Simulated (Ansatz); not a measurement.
# C2H7NOSi (SMILES N[Si]1(O)CC1) at HF/3-21G

What is the energy change on altering one bond length of C2H7NOSi at HF/3-21G? 

Program for the calculation: Ansatz 0.2.0.

72 further runs of the same task are left out: 72 set aside as unsound or not needed. Runs told in other sessions of the task aren't counted.

## 1. Starting point

The species is C2H7NOSi (12 atoms), meant as a singlet with charge 0. As SMILES, `N[Si]1(O)CC1`. The coordinates come from a PBE0-D4/def2-TZVP relaxation. This is one conformer, not always the lowest.

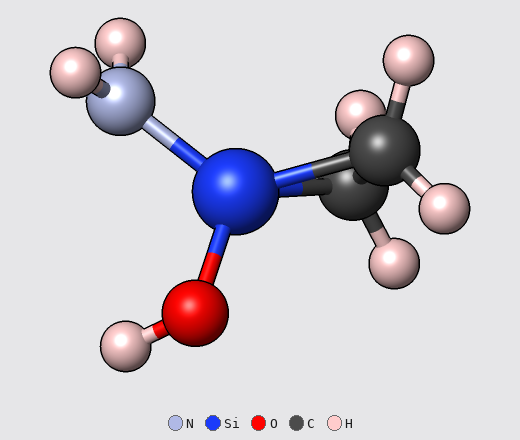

The structure, seen from a chosen angle (nitrogen light blue, silicon blue, oxygen red, carbon dark grey, hydrogen pink).

## 2. A single-point energy at HF/3-21G

Input file in.yaml:

```yaml
crystal:
  periodic: [false, false, false]
  atoms:
    - {symbol: "N", position_ang: [-1.526600, -0.226600, 1.088800]}
    - {symbol: Si, position_ang: [0.054700, -0.215700, 0.451700]}
    - {symbol: O, position_ang: [1.088500, -0.992400, 1.459500]}
    - {symbol: C, position_ang: [0.802600, 1.075400, -0.583000]}
    - {symbol: C, position_ang: [0.278500, -0.220100, -1.352700]}
    - {symbol: H, position_ang: [-1.738500, 0.210300, 1.971300]}
    - {symbol: H, position_ang: [-2.314600, -0.202800, 0.463100]}
    - {symbol: H, position_ang: [0.770000, -1.825800, 1.812300]}
    - {symbol: H, position_ang: [0.262900, 1.988900, -0.815300]}
    - {symbol: H, position_ang: [1.878900, 1.218600, -0.612900]}
    - {symbol: H, position_ang: [-0.543500, -0.047500, -2.042300]}
    - {symbol: H, position_ang: [1.064100, -0.817500, -1.806500]}
basis:
  gaussian:
    orbitals: 3-21G.json
magnetization:
  spin_polarized: false
hamiltonian:
  xc: hf
accuracy: high
output: {orbitals: {seedname: orbitals}}
```

The basis set 3-21G is read from a file made from the Basis Set Exchange's data (not shown).

Started as:

```sh
ansatz run in.yaml --threads 1 --pin off --max-ram 2610MiB --events-out events.jsonl --progress --plain --runs-dir runs
```

Standard output:

```text
Warning: RAYON_NUM_THREADS=1 ignored (pool sized by the plan → 1); use --threads N
Functional definition: HF
  name "HF"
  exchange = exact_x
  correlation = 0
1546 factors; integrals over basis functions are off by at most 4.4e-9 eV
mean field evaluation 1: about -13477.0603 eV, gradient 3.9e1 eV
mean field evaluation 2: about -13477.4336 eV, gradient 4.0e1 eV
mean field evaluation 4: about -13480.5679 eV, gradient 2.7e0 eV
mean field evaluation 8: about -13480.6010 eV, gradient 1.7e-1 eV
mean field evaluation 16: about -13480.6011 eV, gradient 4.5e-8 eV
mean field -13480.60114298 eV, -495.4029545247 hartree, gradient 4.5e-8 eV, S^2 0.000000; 0 other end points of the search recorded, 0 dependent functions left out
reference -13480.60114298 eV, -495.4029545247 hartree; 24, 24 occupied and 39, 39 virtual orbitals, 1546 factors
Total energy: -13480.60114298 eV, -495.4029545247 hartree
```

Wall time 1.4 s (1 thread of Arm Neoverse V1, shared host); peak memory 0.15 GiB.

## 3. The distorted shape

Input file job.yaml:

```yaml
basis:
  gaussian: {orbitals: 3-21G.json}
crystal:
  periodic: [false, false, false]
  atoms:
    - symbol: N
      position_ang: [-1.463040, -0.357649, 0.824093]
    - symbol: Si
      position_ang: [0.118260, -0.346749, 0.186993]
    - symbol: O
      position_ang: [1.152060, -1.123449, 1.194793]
    - symbol: C
      position_ang: [0.866160, 0.944351, -0.847707]
    - symbol: C
      position_ang: [0.342060, -0.351149, -1.617407]
    - symbol: H
      position_ang: [-1.738500, 0.210300, 1.971300]
    - symbol: H
      position_ang: [-2.251040, -0.333849, 0.198393]
    - symbol: H
      position_ang: [0.833560, -1.956849, 1.547593]
    - symbol: H
      position_ang: [0.326460, 1.857851, -1.080007]
    - symbol: H
      position_ang: [1.942460, 1.087551, -0.877607]
    - symbol: H
      position_ang: [-0.479940, -0.178549, -2.307007]
    - symbol: H
      position_ang: [1.127660, -0.948549, -2.071207]
hamiltonian: {xc: hf}
accuracy: high
output: {orbitals: {seedname: orbitals}}
```

The basis set 3-21G is read from a file made from the Basis Set Exchange's data (not shown).

Started as:

```sh
ansatz run job.yaml --threads 1 --pin off --max-ram 2610MiB --events-out events.jsonl --progress --plain --runs-dir runs
```

Standard output:

```text
Warning: RAYON_NUM_THREADS=1 ignored (pool sized by the plan → 1); use --threads N
[... 4 set-up lines as earlier in the session ...]
1545 factors; integrals over basis functions are off by at most 4.3e-9 eV
mean field evaluation 1: about -13475.6304 eV, gradient 3.9e1 eV
mean field evaluation 2: about -13476.0251 eV, gradient 4.0e1 eV
mean field evaluation 4: about -13479.2716 eV, gradient 2.7e0 eV
mean field evaluation 8: about -13479.3079 eV, gradient 2.0e-1 eV
mean field evaluation 16: about -13479.3082 eV, gradient 4.2e-8 eV
mean field -13479.30815665 eV, -495.3554381535 hartree, gradient 4.2e-8 eV, S^2 0.000000; 0 other end points of the search recorded, 0 dependent functions left out
reference -13479.30815665 eV, -495.3554381535 hartree; 24, 24 occupied and 39, 39 virtual orbitals, 1545 factors
Total energy: -13479.30815665 eV, -495.3554381535 hartree
```

Run time: 1.4 s. Hardware: 1 thread of Arm Neoverse V1, shared host; peak memory 0.15 GiB.

## 4. Summary of results

At HF/3-21G:

| quantity | value |
| --- | --- |
| first shape: total energy | -495.40295 Eh |
| first shape: HOMO energy | -9.20 eV |
| first shape: LUMO energy | 5.77 eV |
| first shape: HOMO–LUMO gap | 14.97 eV |
| distorted shape: total energy | -495.35544 Eh |
| distorted shape: HOMO energy | -9.17 eV |
| distorted shape: LUMO energy | 4.64 eV |
| distorted shape: HOMO–LUMO gap | 13.81 eV |
| energy change with the N1–H6 bond stretched from 1.007 to 1.309 Å | 1.293 eV |

What this shows: With the N1–H6 bond stretched from 1.007 to 1.309 Å the energy rises by 1.29 eV (30 kcal/mol). The first shape isn't relaxed at this level, so the change isn't measured from a minimum.
